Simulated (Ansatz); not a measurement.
System: CH3Cl2Ga···HCl.

The calculation's input:

```
crystal:
  periodic: [false, false, false]
  atoms:
    - { symbol: Ga, position_ang: [-0.759211, -0.983631, 0.183658] }
    - { symbol: C, position_ang: [-0.445695, 0.857172, -0.439297] }
    - { symbol: Cl, position_ang: [-0.760965, -2.64662, -1.159647] }
    - { symbol: Cl, position_ang: [-1.267352, -1.43614, 2.211118] }
    - { symbol: H, position_ang: [1.818681, 0.76187, 0.273782] }
    - { symbol: Cl, position_ang: [2.652182, -0.180397, 0.635484] }
    - { symbol: H, position_ang: [0.305353, 0.871194, -1.240316] }
    - { symbol: H, position_ang: [-1.385679, 1.245284, -0.859154] }
    - { symbol: H, position_ang: [-0.157315, 1.511267, 0.394471] }
basis:
  gaussian: { orbitals: def2-SVP }
hamiltonian:
  xc: r2scanh
  dispersion: d4
relax:
  f_tol: 0.03
  max_steps: 50
output:
  orbitals: {}
```

Command:

```sh
ansatz run input.yaml --threads 4 --pin off --max-ram 5120MiB --backend cpu --events-out ev --progress --plain --runs-dir out
```

The fields are those of the relaxed geometry.

Theory: Ansatz, RKS r2SCANh-D4/def2-SVP.

### Predict the electron density and electron localisation function between the atoms.

Ga1···Cl6 (2.75 Å): the density falls to about 0.18 e/Å³ on the way; the ELF peaks at about 0.90 in the valence shell of Cl, 0.9 Å from its nucleus, and is about 0.30 at the midpoint.
C–Ga (1.94 Å): the density is about 0.83 e/Å³ at the midpoint; the ELF peaks at about 0.90 in the valence shell of C, 0.7 Å from its nucleus, and is about 0.55 at the midpoint.
C–H (1.10 Å): ρ at the midpoint is about 1.9 e/Å³; the ELF climbs to about 1 towards the hydrogen, as it does in any bond to H: an ordinary covalent bond to hydrogen.

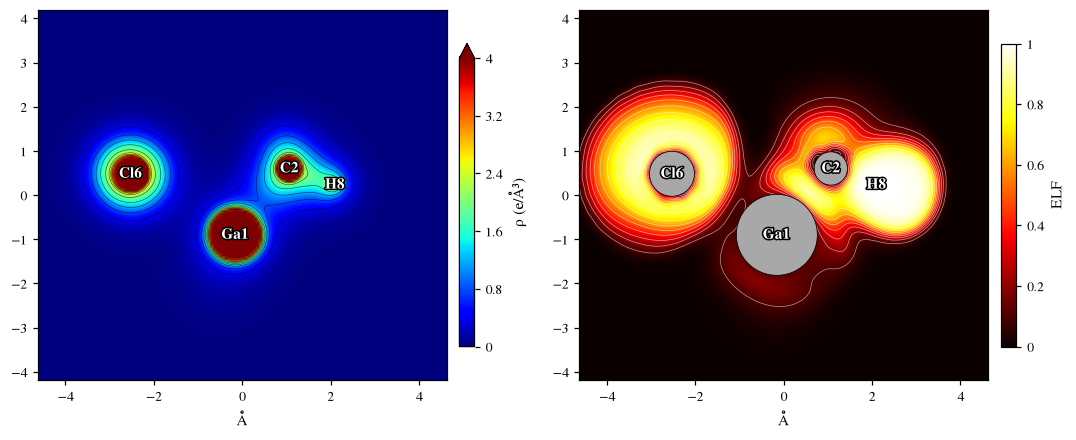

Computed electron density and electron localisation function on the plane of atoms Ga1, C2 and H8, in this order. Grey discs cover the atomic cores in the ELF map. 
